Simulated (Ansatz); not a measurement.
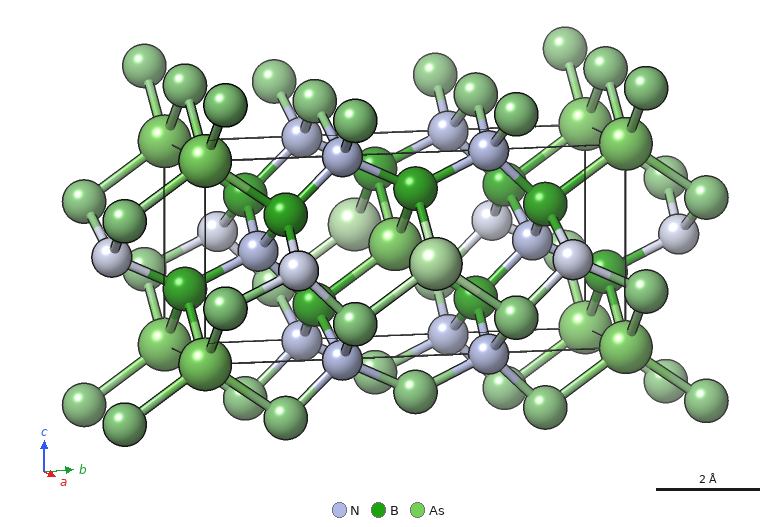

A ball-and-stick picture of a crystal structure, seen slightly off an axis. One conventional unit cell is framed, with atoms on its boundary repeated. Atoms of adjacent cells appear where they bond to atoms in the box, in fainter colours.

B₃AsN₂, space group Imm2 (No. 44), a = 2.853 Å, b = 8.582 Å, c = 4.025 Å, α = 90.00°, β = 90.00°, γ = 90.00°. Origin of the cell: a structure type filled with these elements by a generator (whether the compound takes this form wasn't checked). Earlier steps of the study may have refined or changed the cell and positions. An electronic-structure calculation with Ansatz was run on it.

This one geometry was computed with Ansatz (DFT, plane waves, PAW) at five levels of theory: r2SCAN, HSE06, PBE0, PBE and PBE with spin-orbit coupling. It was relaxed beforehand with r2SCAN.

### Which level gives the highest pressure at this volume, and what does that say about its equilibrium volume?

Highest: PBE (2.8 GPa) and PBE with spin-orbit coupling (2.8 GPa), which points to the largest equilibrium volume. Lowest, with the smallest volume: HSE06 (-3.2 GPa) and PBE0 (-3.2 GPa). Levels within 0.5 GPa of each other can't be told apart.

### How does the band gap change with the level of theory?

PBE: a gap of 0.15 eV, direct; PBE with spin-orbit coupling: a gap of 0.15 eV, direct; r2SCAN: a gap of 0.39 eV, direct; HSE06: a gap of 0.93 eV, direct; PBE0: a gap of 1.65 eV, direct.

### Collect the results in a table.

| level | cutoff (eV) | k-mesh of the run's cell | gap (eV) | pressure (GPa) |
| --- | --- | --- | --- | --- |
| r2SCAN | 500 | 10×10×10 | 0.39 | 0.0 |
| HSE06 | 420 | 6×6×6 | 0.93 | -3.2 |
| PBE0 | 420 | 6×6×6 | 1.65 | -3.2 |
| PBE | 420 | 10×10×10 | 0.15 | 2.8 |
| PBE with spin-orbit coupling | 420 | 10×10×10 | 0.15 | 2.8 |

Gaps are taken on the k-mesh or band path of each run.
